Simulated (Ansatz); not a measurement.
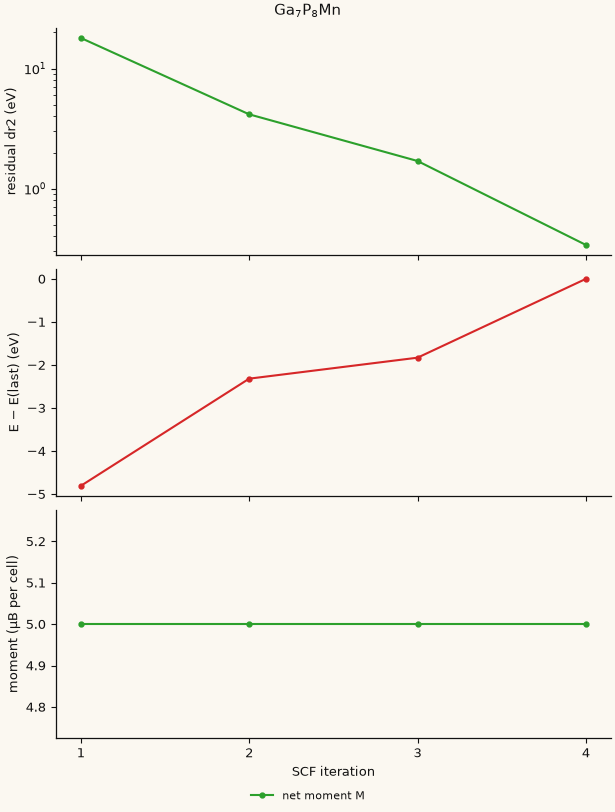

The plot shows the SCF iterations of a calculation: density residual dr2, Harris–Foulkes energy less its last value, magnetic moments. dr2 is the charge part; the magnetisation has a residual of its own.

Ga7P8Mn (defect cell, 16 atoms in the cell, total charge −1), run with Ansatz.

```
crystal:
  lattice:
    - [10.876976, 0.000000, 0.000000]
    - [0.000000, 5.438488, 0.000000]
    - [0.000000, 0.000000, 5.438488]
  atoms:
    - { symbol: Ga, position: [0.003253, 0.989698, 0.998016] }
    - { symbol: Ga, position: [0.508672, 0.997781, 0.001287] }
    - { symbol: Ga, position: [0.248247, 0.510650, 0.004112] }
    - { symbol: Ga, position: [0.754252, 0.487639, 0.997923] }
    - { symbol: Ga, position: [0.249581, 0.004896, 0.488994] }
    - { symbol: Ga, position: [0.745735, 0.999499, 0.509142] }
    - { symbol: Ga, position: [0.999200, 0.490760, 0.496561] }
    - { symbol: P, position: [0.125057, 0.250823, 0.257609] }
    - { symbol: P, position: [0.631384, 0.262647, 0.256173] }
    - { symbol: P, position: [0.373611, 0.758463, 0.251580] }
    - { symbol: P, position: [0.874478, 0.748503, 0.248177] }
    - { symbol: P, position: [0.372378, 0.251751, 0.735027] }
    - { symbol: P, position: [0.878163, 0.245190, 0.748553] }
    - { symbol: P, position: [0.126318, 0.748170, 0.747058] }
    - { symbol: P, position: [0.625255, 0.752381, 0.746817] }
    - { symbol: Mn, position: [0.501634, 0.495522, 0.505771], spin: 1 }
kpoints:
  mp_grid: { grid: [2, 2, 2], shift: [0.5, 0.5, 0.5] }
hamiltonian:
  xc: pbesol
total_charge: -1
magnetization:
  spin_polarized: true
scf:
  occupations: { method: fermi_dirac, width: 0.01 }
  max_iter: 4
  convergence: { dr2_threshold: 1e-05 }
  mixing: { beta: 1 }
output:
  forces: true
  eigenvalues: true
  stress: true
```

Command:
```bash
ansatz run in.yaml --threads 7 --pin off --max-ram 13300MiB --runs-dir r --events-out ev --progress --plain
```

How did this run end?

The run gave up at step 4 without converging. The residual is still falling at the last step (down to 0.3).

What is the residual at the start and at the end?

It starts near 18 and ends near 0.3 eV.

How do the moments develop?

The net moment stays at 5.0 μB per cell, though in an unconverged run this needn't be final.
